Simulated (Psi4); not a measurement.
# Si2H5 (SMILES [SiH2][SiH3]): UB3LYP/def2-TZVP (density fitting with cc-pvqz-jkfit, sweep point 5)

What is the vertical electron affinity of Si2H5 at UB3LYP/def2-TZVP (density fitting with cc-pvqz-jkfit, sweep point 5)? The job is set up through a Python script.

The calculation is run with Psi4 1.11.

6 further runs of the same task are left out: 4 that didn't finish, 2 set aside as unsound or not needed.

## 1. The structure to begin with

The species is Si2H5 (7 atoms), meant as a doublet with charge 0. SMILES: `[SiH2][SiH3]`. Geometry: relaxed at PBE0-D4/def2-TZVP.

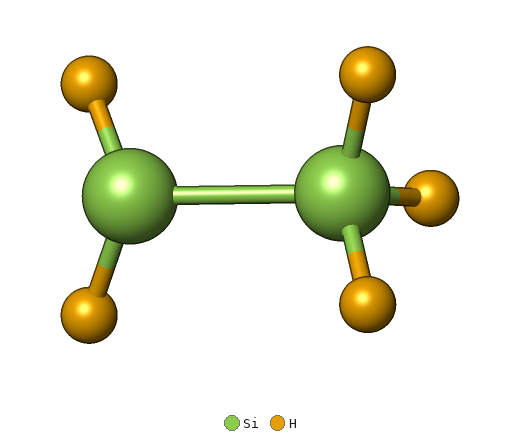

Viewed from a chosen angle; silicon green, hydrogen amber.

## 2. A single-point energy at UB3LYP/def2-TZVP (density fitting with cc-pvqz-jkfit, sweep point 5)

The input, run.py:

```python
import psi4

psi4.set_memory('1600 MB')
psi4.set_num_threads(1)
psi4.set_output_file('run.log', False)

molecule = psi4.geometry("""
0 2
Si    -0.39608660    -2.57229520    -0.36112666
Si     0.67633298     1.68034447    -0.11716302
H     -0.00491329    -4.01358932     2.02257387
H     -2.97367303    -3.07004906    -1.37118528
H      0.39684249     2.83988042    -2.66073438
H     -0.93692621     3.10500900     1.69810790
H      3.35407490     1.90257626     0.70335606
units bohr
symmetry c1
""")

psi4.set_options({
    'basis': 'def2-TZVP',
    'reference': 'uks',
    'puream': True,
    'scf_type': 'df',
    'dft_radial_points': 99,
    'dft_spherical_points': 590,
    'df_basis_scf': 'cc-pvqz-jkfit',
    'maxiter': 150,
})

energy_value = psi4.energy("b3lyp", molecule=molecule)
print('E =', round(energy_value, 9))
for k, v in sorted(psi4.core.scalar_variables().items()):
    print(f'{k:45s} {v:18.10f}')
```

Launch:

```
$ python run.py
```

run.log:

```text
[...]
  Running in c1 symmetry.
[...]
  Nuclear repulsion =   82.797384058725640
[...]
  Multiplicity = 2
[...]
  Nalpha       = 17
  Nbeta        = 16
[...]
    Number of basis functions: 104
[...]
   @DF-UKS iter   1:  -581.91483278489272   -4.12191e-01   4.29880e-03 DIIS/ADIIS
[...]
   @DF-UKS iter   7:  -581.99382270888975   -2.30983e-07   9.63874e-07 DIIS
[...]
   @S^2 Observed:                7.530881734E-01
[...]
    Orbital Energies [Eh]
    ---------------------
    Alpha Occupied:
       1A    -66.117720     2A    -66.112300     3A     -5.280826
       4A     -5.276229     5A     -3.643328     6A     -3.636769
       7A     -3.636646     8A     -3.634199     9A     -3.633627
      10A     -3.633537    11A     -0.570831    12A     -0.503129
      13A     -0.371997    14A     -0.361567    15A     -0.348336
      16A     -0.314421    17A     -0.217905
    Alpha Virtual:
      18A      0.000666    19A      0.005689    20A      0.019486
      21A      0.032140    22A      0.050114    23A      0.056342
      24A      0.125205    25A      0.133055    26A      0.144459
[...]
  @DF-UKS Final Energy:  -581.99382270888975
   => Energetics <=
    Nuclear Repulsion Energy =             82.7973840587256404
    One-Electron Energy =                -970.1752469972573181
    Two-Electron Energy =                 340.6001702791750745
    DFT Exchange-Correlation Energy =     -35.2161300495330565
    Empirical Dispersion Energy =           0.0000000000000000
    VV10 Nonlocal Energy =                  0.0000000000000000
    Total Energy =                       -581.9938227088897520
[...]
 Multipole Moments:
 ------------------------------------------------------------------------------------
     Multipole            Electronic (a.u.)      Nuclear  (a.u.)        Total (a.u.)
 ------------------------------------------------------------------------------------
 L = 1.  Multiply by 2.5417464519 to convert [e a0] to [Debye]
 Dipole X            :          0.4041598           -0.3934291            0.0107307
 Dipole Y            :         -1.3461663            1.3612984            0.0151321
 Dipole Z            :         -0.7270673            0.7220243           -0.0050430
 Magnitude           :                                                    0.0192239
[...]
```

On the terminal:

```text
E = -581.993822709
CURRENT ENERGY                                   -581.9938227089
CURRENT REFERENCE ENERGY                         -581.9938227089
DD SOLVATION ENERGY                                 0.0000000000
DFT FUNCTIONAL TOTAL ENERGY                      -581.9938227089
DFT TOTAL ENERGY                                 -581.9938227089
DFT VV10 ENERGY                                     0.0000000000
DFT XC ENERGY                                     -35.2161300495
GRID ELECTRONS ALPHA                               17.0000003030
GRID ELECTRONS BETA                                16.0000000574
GRID ELECTRONS TOTAL                               33.0000003603
NUCLEAR REPULSION ENERGY                           82.7973840587
ONE-ELECTRON ENERGY                              -970.1752469973
PCM POLARIZATION ENERGY                             0.0000000000
PE ENERGY                                           0.0000000000
SCF ITERATION ENERGY                             -581.9938227089
SCF ITERATIONS                                      7.0000000000
SCF TOTAL ENERGY                                 -581.9938227089
TWO-ELECTRON ENERGY                               340.6001702792
XC GRID RADIAL POINTS                              99.0000000000
XC GRID SPHERICAL POINTS                          590.0000000000
XC GRID TOTAL POINTS                           390035.0000000000
```

Run time: 16 s. Hardware: 1 thread of Intel Xeon 6975P-C (Granite Rapids), shared host; peak memory 1.2 GiB.

## 3. The singlet anion, same level

The input, job.py:

```python
import psi4

psi4.set_memory('1600 MB')
psi4.set_num_threads(1)
psi4.core.set_output_file('run.log', False)

m = psi4.geometry("""
-1 1
Si    -0.39608660    -2.57229520    -0.36112666
Si     0.67633298     1.68034447    -0.11716302
H     -0.00491329    -4.01358932     2.02257387
H     -2.97367303    -3.07004906    -1.37118528
H      0.39684249     2.83988042    -2.66073438
H     -0.93692621     3.10500900     1.69810790
H      3.35407490     1.90257626     0.70335606
units bohr
symmetry c1
""")

psi4.set_options({
    'basis': 'def2-TZVP',
    'reference': 'rks',
    'puream': True,
    'scf_type': 'df',
    'dft_radial_points': 99,
    'dft_spherical_points': 590,
    'df_basis_scf': 'cc-pvqz-jkfit',
})

e, wfn = psi4.energy("B3LYP", molecule=m, return_wfn=True)
print(f'total energy {e:.8f} hartree = {e * 27.211386:.5f} eV')
```

Launch:

```
$ python job.py
```

run.log:

```text
[...]
  Running in c1 symmetry.
[...]
  Nuclear repulsion =   82.797384058725640
[...]
  Multiplicity = 1
[...]
  Nalpha       = 17
  Nbeta        = 17
[...]
    Number of basis functions: 104
[...]
   @DF-RKS iter   1:  -581.84177024181304   -3.39129e-01   5.54009e-03 ADIIS/DIIS
[...]
   @DF-RKS iter   8:  -582.03167453332105   -2.17775e-08   1.65333e-07 DIIS
[...]
    Orbital Energies [Eh]
    ---------------------
    Doubly Occupied:
       1A    -65.922879     2A    -65.861019     3A     -5.085619
       4A     -5.024989     5A     -3.443794     6A     -3.443467
       7A     -3.442450     8A     -3.383271     9A     -3.383184
      10A     -3.380708    11A     -0.368769    12A     -0.282130
      13A     -0.187088    14A     -0.177636    15A     -0.139079
      16A     -0.100267    17A      0.037699
[...]
  @DF-RKS Final Energy:  -582.03167453332105
   => Energetics <=
    Nuclear Repulsion Energy =             82.7973840587256404
    One-Electron Energy =                -977.2577292997389122
    Two-Electron Energy =                 347.8162139128822901
    DFT Exchange-Correlation Energy =     -35.3875432051900134
    Empirical Dispersion Energy =           0.0000000000000000
    VV10 Nonlocal Energy =                  0.0000000000000000
    Total Energy =                       -582.0316745333210520
[...]
 Multipole Moments:
 ------------------------------------------------------------------------------------
     Multipole            Electronic (a.u.)      Nuclear  (a.u.)        Total (a.u.)
 ------------------------------------------------------------------------------------
 L = 1.  Multiply by 2.5417464519 to convert [e a0] to [Debye]
 Dipole X            :          0.5527710           -0.3934291            0.1593418
 Dipole Y            :         -0.1775536            1.3612984            1.1837447
 Dipole Z            :         -0.5321150            0.7220243            0.1899094
 Magnitude           :                                                    1.2094242
[...]
```

On the terminal:

```text
total energy -582.03167453 hartree = -15837.88856 eV
```

Wall time 9 s (1 thread of Intel Xeon 6975P-C (Granite Rapids), shared host); peak memory 1.2 GiB.

## 4. Outcome

Level: UB3LYP/def2-TZVP (density fitting with cc-pvqz-jkfit, sweep point 5).

```
                                                            quantity          value
                                         doublet Si2H5: total energy  -581.99382 Eh
                                        doublet Si2H5: dipole moment         0.05 D
                   doublet Si2H5: HOMO energy (highest over α and β)       -5.93 eV
                    doublet Si2H5: LUMO energy (lowest over α and β)       -3.05 eV
                                                 doublet Si2H5: ⟨S²⟩          0.753
                                         singlet anion: total energy  -582.03167 Eh
                                          singlet anion: HOMO energy        1.03 eV
                                          singlet anion: LUMO energy        4.89 eV
singlet anion: HOMO–LUMO gap (to an unbound level, set by the basis)        3.87 eV
                   vertical electron affinity (to the singlet anion)       1.030 eV
```

At fixed nuclei the extra electron is bound by 1.03 eV (99 kJ/mol). The basis has no diffuse functions, so the error can be as large as this value. The HOMO (singlet anion) lies at positive energy, 1.03 eV; only total energies tell whether the electron is bound.
